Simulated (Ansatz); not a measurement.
The relaxed structure here is a generated cell of VSi2: the first start was made by placing the elements on the sites of a structure type, and the end was not matched to a known phase here, so it may be hypothetical.

One stationary structure of VSi$_{2}$. Space group Fm-3m (No. 225), AFLOW prototype AB2_cF12_225_a_c (C1, as in CaF2). Computed with PBEsol (plane waves to 420 eV, PAW, scalar-relativistic; Ansatz, a program for electronic structure).

```cif
data_Si8V4
_chemical_formula_sum 'V4 Si8'
_space_group_name_H-M_alt 'Fm-3m'
_space_group_IT_number 225
_space_group_name_Hall '-F 4 2 3'
_cell_length_a 5.67319
_cell_length_b 5.67319
_cell_length_c 5.67319
_cell_angle_alpha 90.000
_cell_angle_beta 90.000
_cell_angle_gamma 90.000
loop_
_atom_site_label
_atom_site_type_symbol
_atom_site_symmetry_multiplicity
_atom_site_Wyckoff_symbol
_atom_site_fract_x
_atom_site_fract_y
_atom_site_fract_z
_atom_site_occupancy
V1 V 4 a 0.00000 0.00000 0.00000 1
Si1 Si 8 c 0.25000 0.25000 0.25000 1
```
(The calculation used a cell of 3 atoms; values per cell refer to that cell.)

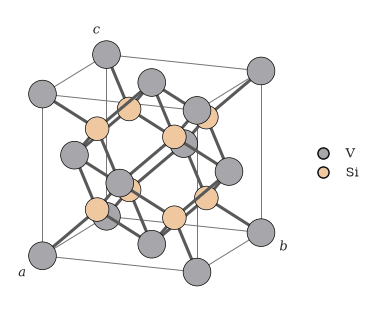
*The conventional cell of the relaxed structure*

For VSi2, the volume per atom is 15.22 Å³. The band gap comes out as zero (metallic) and the magnetic moment is zero (the starting moments vanished). The shortest distances comes out as Si–V 2.46 Å; Si–Si 2.84 Å and the k-mesh is 14×14×14.

Band energies at high-symmetry points (eV from the Fermi level; labels of this space group; no spin-orbit coupling), from −5 eV up to 1.3 eV:

```json
[
 {"point": "Γ", "energies": "-3.56 -3.56 -3.56 -1.16 -0.38 -0.38"},
 {"point": "X", "energies": "-3.15 -3.15 -0.45 -0.38 -0.38 0.62"},
 {"point": "U", "energies": "-3.24 -2.90 -0.92 -0.18 0.48 0.86"},
 {"point": "K", "energies": "-3.24 -2.90 -0.92 -0.18 0.48 0.86"},
 {"point": "L", "energies": "-2.93 -2.93 -0.93 -0.27 -0.27 0.15 0.15"},
 {"point": "W", "energies": "-1.33 -1.33 -0.37 0.37 1.17"}
]
```

No spin polarisation in the result: the starting moments vanished. The relaxed primitive cell holds an odd number of electrons. A magnetic state may lie lower.

The run could not lose the symmetry of its start: the end is stationary, and may be a saddle point rather than a minimum.

All atoms sit on sites fixed by symmetry, so only the cell could relax.
